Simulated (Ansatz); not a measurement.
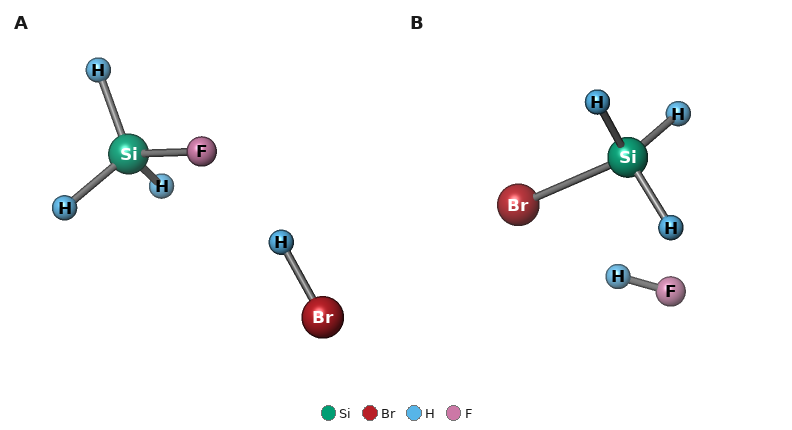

2 stationary structures of one formula. Geometries: PBE0-D4/def2-TZVP. Electronic energies: CAM-B3LYP-D4/def2-TZVPP (Ansatz 0.2.0), without zero-point energy. Each is one conformer, not always the lowest.

Question: Rank them by energy, lowest first.

Answer: A is lowest (a minimum); B lies 10.0 kcal/mol above it (Cs, a minimum).

Give E(B) − E(A) in kcal/mol at these levels too: BLYP-D4/def2-TZVPP; RHF-MP2 (frozen core)/def2-QZVPP; ωB97M-V/def2-TZVPP; r2SCAN0-D4/def2-TZVPP; ωB97X-V/def2-TZVPP; PBE-D4/def2-SVP; direct RPA on PBE orbitals (frozen core)/def2-TZVPP; RHF-CCSD(T) (frozen core)/def2-TZVPP.

```tsv
level	E(B) − E(A) (kcal/mol)
BLYP-D4/def2-TZVPP	+8.5
RHF-MP2 (frozen core)/def2-QZVPP	+6.8
ωB97M-V/def2-TZVPP	+7.5
r2SCAN0-D4/def2-TZVPP	+6.9
ωB97X-V/def2-TZVPP	+7.9
PBE-D4/def2-SVP	+7.0
direct RPA on PBE orbitals (frozen core)/def2-TZVPP	+9.8
RHF-CCSD(T) (frozen core)/def2-TZVPP	+8.4
```
